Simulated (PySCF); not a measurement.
# COS, SMILES `O=C=S`: electronic structure

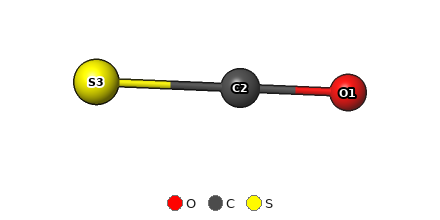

The molecule, with its atoms numbered as below. No frequency check shows the geometry to be a minimum.

Geometry (Å), atoms numbered from 1:

```
O1      -1.6669   -0.0000    0.0000
C2      -0.5128    0.0000    0.0000
S3       1.0257    0.0000    0.0000
```

### 1. Bonding charge

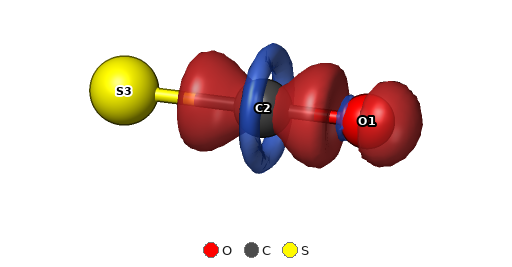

Deformation density (molecule less spherical, spin-averaged free atoms at the same positions), surfaces at ±0.15 e/Å³; red: gain, blue: loss.

Level of theory: PBE0/6-31+G* (PySCF), at a geometry from GFN2-xTB.

Q: Describe the bonding that the map shows.

A: O1–C2: +0.73 e/Å³ at the bond critical point (bond length 1.15 Å). C2–S3: +0.02 e/Å³ at the bond critical point (bond length 1.54 Å); up to 0.6 Å beside the axis the gain reaches +0.56 e/Å³. In all, 0.7 electrons gather in the regions of gain relative to the promolecule. A small or negative value marks a very polar bond, one between electron-rich atoms, whose free-atom densities already overlap strongly, a long bond to a heavier atom, or a closed-shell contact such as a hydrogen bond.

Q: Where do the Hirshfeld charges lie?

A: The highest Hirshfeld charge is on C2 (+0.17 e), the lowest on O1 (−0.14 e).

| atom | charge (e) |
| --- | --- |
| O1 | −0.14 |
| C2 | +0.17 |
| S3 | −0.02 |

### 2. Bond critical points

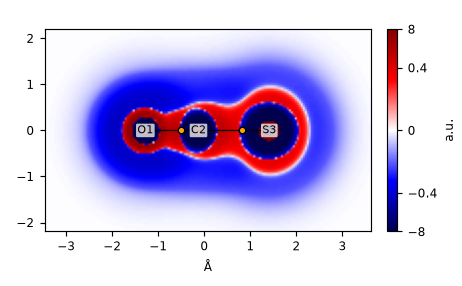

Negative Laplacian of the density (−∇²ρ) in the molecular plane (red positive, blue negative, colour scale in a.u., logarithmic beyond ±0.04), with bond paths and bond critical points (dots).

Q: Sort the bonds in the plane by the sign of ∇²ρ at their critical points.

A: At none is it concentrated. Depleted (∇²ρ > 0): O1–C2 (+1.03 a.u., H = −0.755); C2–S3 (+0.73 a.u., H = −0.265). A positive Laplacian with clearly negative H marks a strongly polar covalent bond, whose critical point lies close to the core of the less electronegative atom.

Q: Where along O1–C2 does the critical point lie?

A: 0.77 Å from O1 and 0.38 Å from C2.

### 3. Electrostatic potential

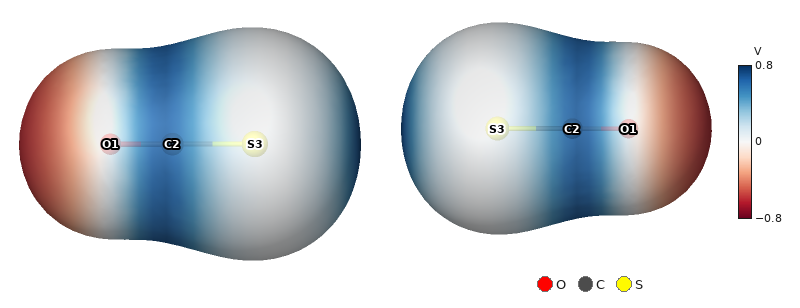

Electrostatic potential on the surface of electron density 0.001 a.u. (back view left, front view right).

Q: Where are the extremes of the potential on the surface?

A: Highest: 0.75 V, 2.0 Å from S3. Further maxima include 0.66 V, off the O1–C2 bond (1.8 to 2.0 Å from its atoms), and at like points elsewhere. Lowest: −0.59 V, 1.7 Å from O1. Further minima include 0.02 V, 2.2 Å from S3, and at like points elsewhere. The surface is sampled at points, so like sites can differ by a few per cent and only the strongest of them is named.

### 4. In an electric field

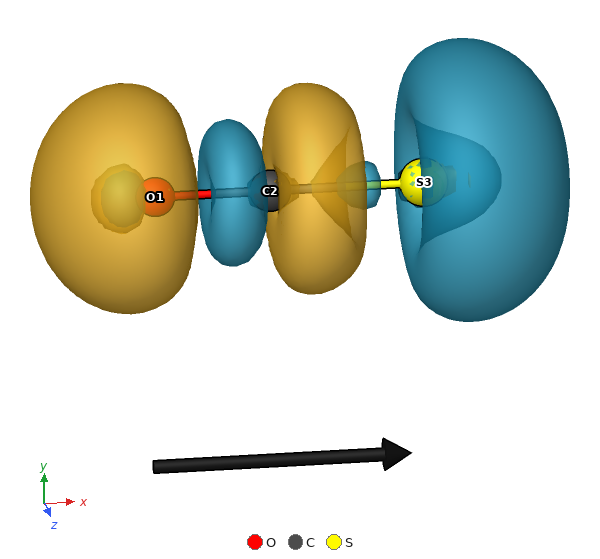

Change of the electron density in a uniform field of 0.41 V/Å along +x (arrow), surfaces at ±0.003 e/Å³ (yellow: gain, teal: loss).

Computed with PySCF, r2SCAN/def2-SVPD, geometry: GFN2-xTB.

Q: How large is the response?

A: The induced dipole is 0.99 D (along the field); α along this axis, from the fields in both directions, is 49 bohr³ (7.2 Å³).

Q: Which atoms gain and lose the most charge?

A: Electrons gather most on O1 (Hirshfeld charge changes by −0.042 e) and leave S3 most (+0.057 e); 0.073 electrons are displaced in all.
